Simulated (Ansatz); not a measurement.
**NO (nitric oxide) at U-r2SCAN/STO-3G**

What is the electronic atomisation energy of NO (nitric oxide) at U-r2SCAN/STO-3G? 

The calculation is run with Ansatz 0.2.0.

32 further runs of the same task are left out: 2 that didn't finish, 30 set aside as unsound or not needed.

### 1 The structure to begin with

NO: 2 atoms, total charge 0, spin state doublet. As SMILES, `[N]=O`. The shape is that of a PBE0-D4/def2-TZVP optimisation.

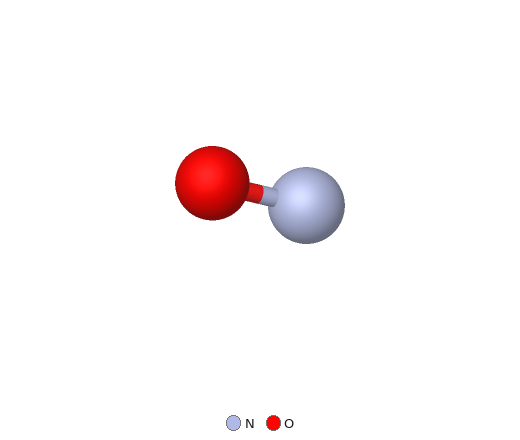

Viewed from a chosen angle; nitrogen light blue, oxygen red.

### 2 A single-point energy at U-r2SCAN/STO-3G

Input file molecule.yaml:

```yaml
crystal:
  periodic: [false, false, false]
  atoms:
    - {symbol: "N", position_ang: [-0.483620, 0.177030, -0.243990]}
    - {symbol: O, position_ang: [0.483620, -0.177030, 0.243990]}
basis:
  gaussian: {orbitals: STO-3G}
magnetization: {spin_polarized: true, initial_magnetization: 1}
hamiltonian: {xc: {name: r2SCAN}}
accuracy: high
```

The run is started by

```
$ ansatz run molecule.yaml --threads 1 --pin off --max-ram 3480MiB --events-out events.jsonl --progress --plain --runs-dir runs
```

The log of the run:

```text
Warning: RAYON_NUM_THREADS=1 ignored (pool sized by the plan → 1); use --threads N
Functional definition: r2SCAN
  name "r2SCAN"
  parameter k0 = 0.174
  parameter k1 = 0.065
  parameter a1 = 4.9479
  exchange = r2scan_x(k0 = k0, k1 = k1, a1 = a1)
  correlation = r2scan_c
149 factors; integrals over basis functions are off by at most 3.2e-8 eV
mean field evaluation 1: about -3484.7276 eV, gradient 1.1e1 eV
mean field evaluation 2: about -3482.3985 eV, gradient 2.3e1 eV
mean field evaluation 4: about -3485.3110 eV, gradient 2.6e-1 eV
mean field evaluation 8: about -3485.2815 eV, gradient 5.6e-3 eV
mean field evaluation 16: about -3485.2815 eV, gradient 2.0e-8 eV
mean field -3485.28146146 eV, -128.0817312999 hartree, gradient 1.7e-8 eV, S^2 0.750390; 1 other end points of the search recorded, 0 dependent functions left out
reference -3485.28146162 eV, -128.0817313058 hartree; 8, 7 occupied and 2, 3 virtual orbitals, 149 factors
Total energy: -3485.28146162 eV, -128.0817313058 hartree
```

It took 2.3 s on 1 thread of Arm Neoverse V1, shared host; peak memory 0.13 GiB.

### 3 The N atom, same level

Input file in.yaml:

```yaml
crystal:
  periodic: [false, false, false]
  atoms:
    - symbol: "N"
      position_ang: [0.000000, 0.000000, 0.000000]
basis:
  gaussian: {orbitals: STO-3G}
magnetization: {spin_polarized: true, initial_magnetization: 3}
hamiltonian: {xc: {name: r2SCAN}}
accuracy: high
```

The run is started by

```
$ ansatz run in.yaml --threads 1 --pin off --max-ram 3480MiB --events-out events.jsonl --progress --plain --runs-dir runs
```

The log of the run:

```text
Warning: RAYON_NUM_THREADS=1 ignored (pool sized by the plan → 1); use --threads N
[... 7 set-up lines as earlier in the session ...]
15 factors; integrals over basis functions are off by at most 1.1e-9 eV
mean field evaluation 1: about -1466.0659 eV, gradient 1.4e-10 eV
mean field evaluation 2: about -1466.0543 eV, gradient 5.0e-10 eV
mean field -1466.05426095 eV, -53.8765003625 hartree, gradient 0.0e0 eV, S^2 3.750000; 0 other end points of the search recorded, 0 dependent functions left out
reference -1466.05426113 eV, -53.8765003691 hartree; 5, 2 occupied and 0, 3 virtual orbitals, 15 factors
Total energy: -1466.05426113 eV, -53.8765003691 hartree
```

Wall time 1.1 s (1 thread of Arm Neoverse V1, shared host); peak memory 0.094 GiB.

### 4 The O atom, same level

Input file input.yaml:

```yaml
crystal:
  periodic: [false, false, false]
  atoms:
    - {symbol: O, position_ang: [0.000000, 0.000000, 0.000000]}
basis:
  gaussian:
    orbitals: STO-3G
magnetization:
  spin_polarized: true
  initial_magnetization: 2
hamiltonian:
  xc: {name: r2SCAN}
accuracy: high
```

Run the same way, it converges to -74.01525 Eh (log not shown).

### 5 Results

At U-r2SCAN/STO-3G:

| quantity | value |
| --- | --- |
| molecule: total energy | -128.08173 Eh |
| molecule: ⟨S²⟩ | 0.750 |
| N atom: total energy | -53.87650 Eh |
| N atom: ⟨S²⟩ | 3.750 |
| O atom: total energy | -74.01525 Eh |
| O atom: ⟨S²⟩ | 2.000 |
| electronic atomisation energy | 5.170 eV |

In words: Taking the molecule apart into free atoms costs 5.17 eV (119 kcal/mol), before zero-point energy and without spin-orbit coupling. In a minimal basis such a difference can be off by several eV, whatever the method.
